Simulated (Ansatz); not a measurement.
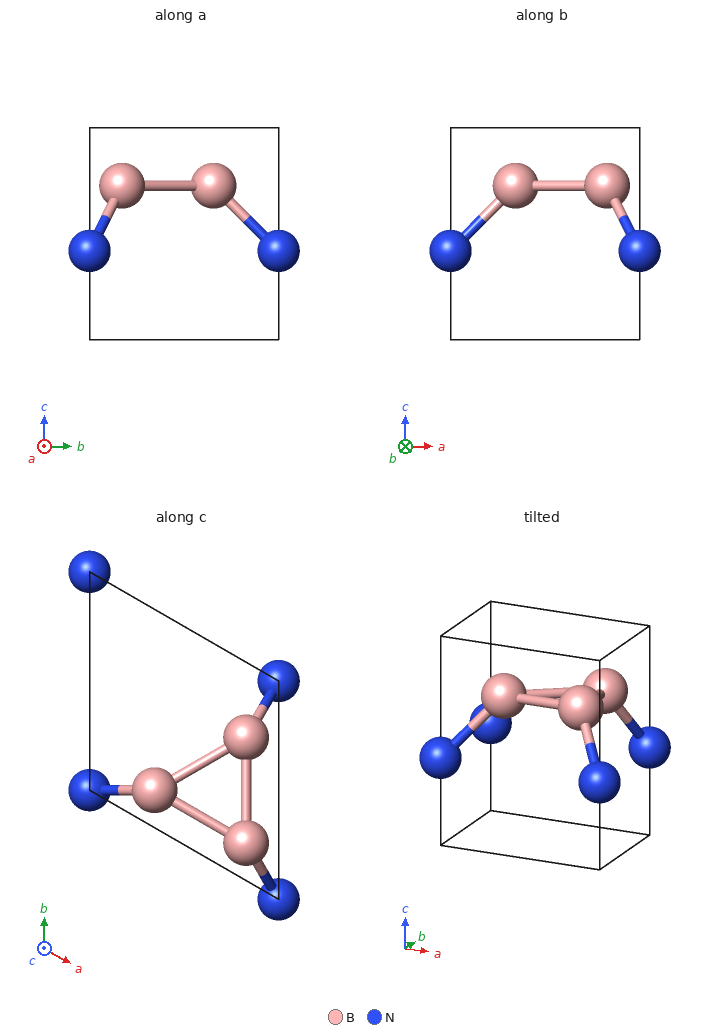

We look at a ball-and-stick model of the crystal along the a axis, along the b axis, along the c axis and slightly off an axis. The conventional unit cell is outlined; an atom on or near a face, edge or corner is repeated at each equivalent position.

Lattice parameters: a = 3.5514 Å, b = 3.5514 Å, c = 3.4495 Å, α = 90.000°, β = 90.000°, γ = 120.000°.

Set out the cell and atoms as a CIF in P1 with every atom of the cell, with free fractional coordinates to two decimals.

```cif
data_structure
_symmetry_space_group_name_H-M 'P 1'
_symmetry_Int_Tables_number 1
_cell_length_a 3.5514
_cell_length_b 3.5514
_cell_length_c 3.4495
_cell_angle_alpha 90.000
_cell_angle_beta 90.000
_cell_angle_gamma 120.000
_cell_volume 37.68
loop_
_atom_site_label
_atom_site_type_symbol
_atom_site_fract_x
_atom_site_fract_y
_atom_site_fract_z
_atom_site_occupancy
B1 B 0.83 0.17 0.73 1
B2 B 0.34 0.17 0.73 1
B3 B 0.83 0.66 0.73 1
N1 N 0.00 0.00 0.42 1
```

The starting point was a random cell made by a generator, so it need not be a real form of the compound. Earlier steps of the study may have refined or changed the cell and positions. It was set up as input for a calculation with Ansatz.
